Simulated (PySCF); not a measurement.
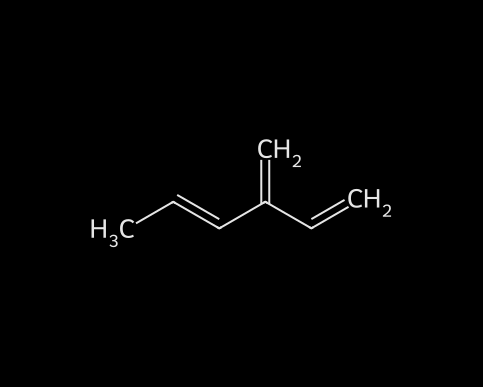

2D structure.

**Give its SMILES.**

C=CC(=C)/C=C/C

**Give the formula, hydrogens included.**

C7H10.

**An optimisation with GFN2-xTB gave a structure of which point group?**

C1. Other conformers may differ.

The parts below concern this one geometry. Atoms keep their numbers from picture to picture. The computed structure is the end point of a GFN2-xTB optimisation. No frequency run is at hand to confirm it as a minimum.

Shape

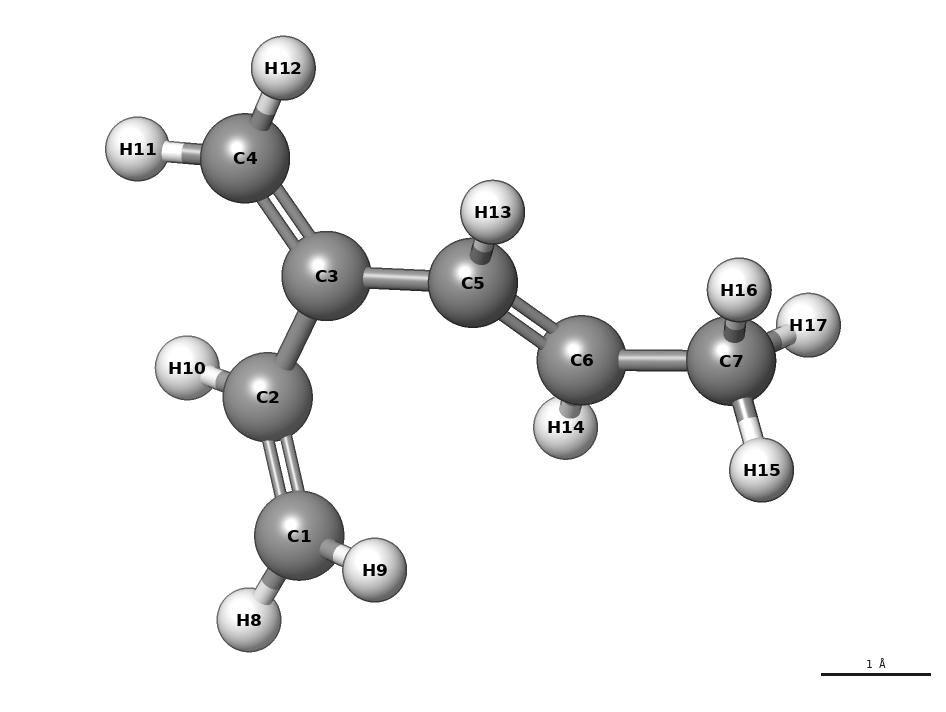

Atoms carry their numbers in the input. No frequency run is at hand to confirm it as a minimum.

List the bonds and their lengths.

| bond | length (Å) | order |
| --- | --- | --- |
| C1–C2 | 1.326 | double |
| C1–H8 | 1.077 | single |
| C1–H9 | 1.077 | single |
| C2–C3 | 1.465 | single |
| C2–H10 | 1.083 | single |
| C3–C4 | 1.338 | double |
| C3–C5 | 1.461 | single |
| C4–H11 | 1.077 | single |
| C4–H12 | 1.077 | single |
| C5–C6 | 1.329 | double |
| C5–H13 | 1.083 | single |
| C6–C7 | 1.491 | single |
| C6–H14 | 1.082 | single |
| C7–H15 | 1.090 | single |
| C7–H16 | 1.087 | single |
| C7–H17 | 1.090 | single |

NMR shielding

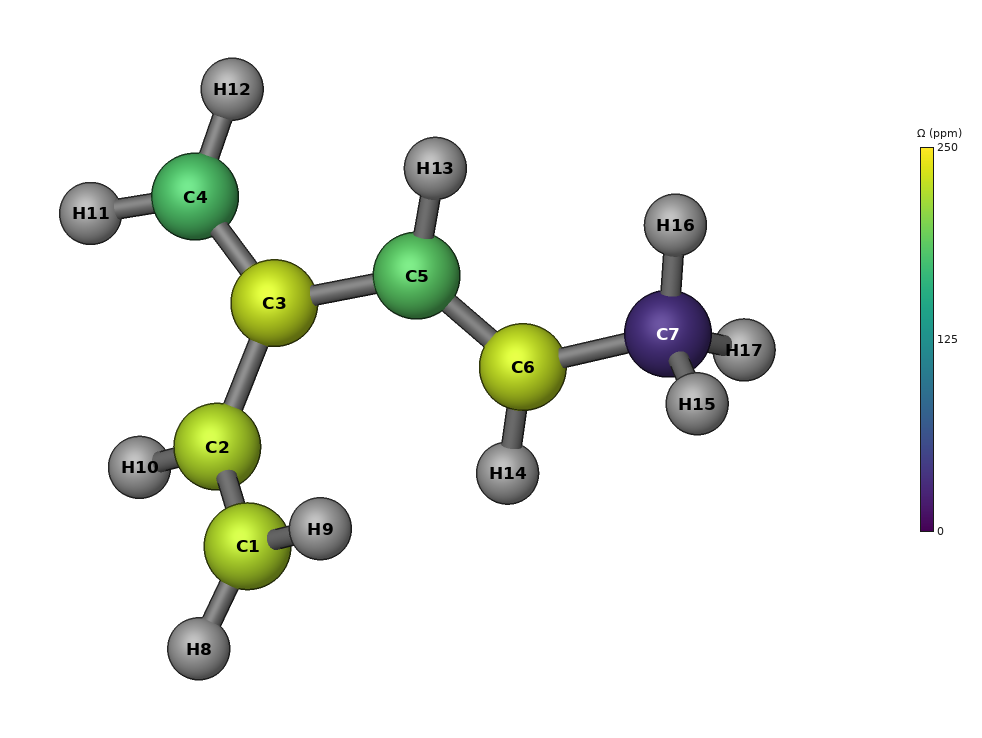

The C atoms are coloured by the span of their shielding tensor. No frequency run is at hand to confirm it as a minimum. Properties computed with GIAO PBE0/pcSseg-1 NMR shielding, non-relativistic, gas phase (PySCF 2.14.0). Principal shieldings σ11 ≤ σ22 ≤ σ33, span Ω = σ33 − σ11, skew κ = 3(σiso − σ22)/Ω.

Give the shielding tensors of the C atoms.

| atom | σ11 | σ22 | σ33 | σiso | Ω | κ |
| --- | --- | --- | --- | --- | --- | --- |
| C1 | −52.7 | 65.5 | 169.3 | 60.7 | 222.0 | −0.07 |
| C2 | −75.7 | 53.5 | 146.8 | 41.5 | 222.6 | −0.16 |
| C3 | −76.7 | 27.6 | 151.7 | 34.2 | 228.4 | 0.09 |
| C4 | −28.6 | 77.0 | 152.7 | 67.1 | 181.4 | −0.17 |
| C5 | −56.6 | 75.4 | 129.4 | 49.4 | 186.0 | −0.42 |
| C6 | −63.4 | 40.3 | 163.9 | 46.9 | 227.3 | 0.09 |
| C7 | 151.7 | 155.9 | 185.4 | 164.4 | 33.7 | 0.75 |

Shieldings and span in ppm.

Electronic properties

No frequency run is at hand to confirm it as a minimum. Method: PBE0/def2-SVPD, gas phase (PySCF 2.14.0). Excitations: vertical, linear response.

What does the calculation give?

- dipole moment: 0.63 D
- HOMO energy (Kohn–Sham orbital): −6.30 eV
- LUMO energy (Kohn–Sham orbital): −0.83 eV
- HOMO–LUMO gap: 5.46 eV
- mean static polarisability: 90.3 bohr³
- lowest vertical singlet excitation: 5.03 eV
- its oscillator strength: 0.172
- brightest of the 6 lowest singlets: 5.34 eV
- its oscillator strength: 0.23

Charges

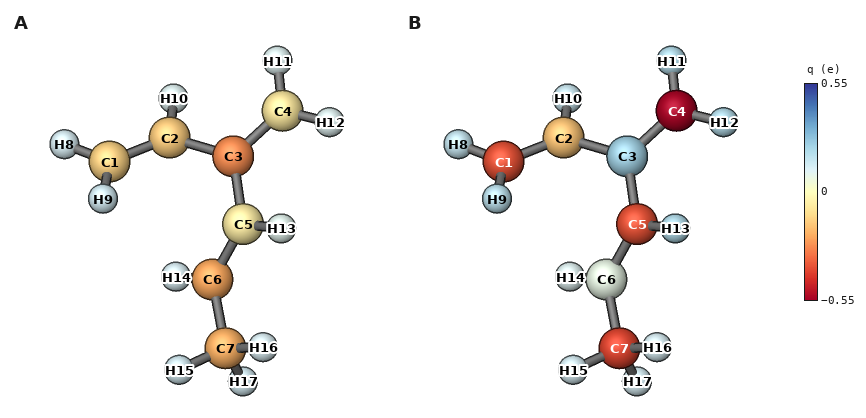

Atomic charges of one calculation by 2 schemes, on one colour scale. No frequency run is at hand to confirm it as a minimum. Method: PBE0/pcSseg-1 (PySCF 2.14.0).

**The schemes are ESP-fitted, Mulliken. Which panel shows which?**

A Mulliken, B ESP-fitted.

List the charges (e), one line for each set of equivalent atoms.

```json
{"atom": "C1", "Mulliken": "−0.14", "ESP-fitted": "−0.37"}
{"atom": "C2", "Mulliken": "−0.15", "ESP-fitted": "−0.16"}
{"atom": "C3", "Mulliken": "−0.27", "ESP-fitted": "0.23"}
{"atom": "C4", "Mulliken": "−0.07", "ESP-fitted": "−0.53"}
{"atom": "C5", "Mulliken": "−0.06", "ESP-fitted": "−0.38"}
{"atom": "C6", "Mulliken": "−0.22", "ESP-fitted": "0.07"}
{"atom": "C7", "Mulliken": "−0.21", "ESP-fitted": "−0.40"}
{"atom": "H8", "Mulliken": "0.12", "ESP-fitted": "0.16"}
{"atom": "H9", "Mulliken": "0.13", "ESP-fitted": "0.18"}
{"atom": "H10", "Mulliken": "0.10", "ESP-fitted": "0.15"}
{"atom": "H11", "Mulliken": "0.10", "ESP-fitted": "0.20"}
{"atom": "H12", "Mulliken": "0.10", "ESP-fitted": "0.19"}
{"atom": "H13", "Mulliken": "0.09", "ESP-fitted": "0.20"}
{"atom": "H14", "Mulliken": "0.11", "ESP-fitted": "0.10"}
{"atom": "H15", "Mulliken": "0.12", "ESP-fitted": "0.12"}
{"atom": "H16", "Mulliken": "0.11", "ESP-fitted": "0.12"}
{"atom": "H17", "Mulliken": "0.13", "ESP-fitted": "0.12"}
```

Mulliken values depend strongly on the basis set and can even reverse the polarity of a bond.
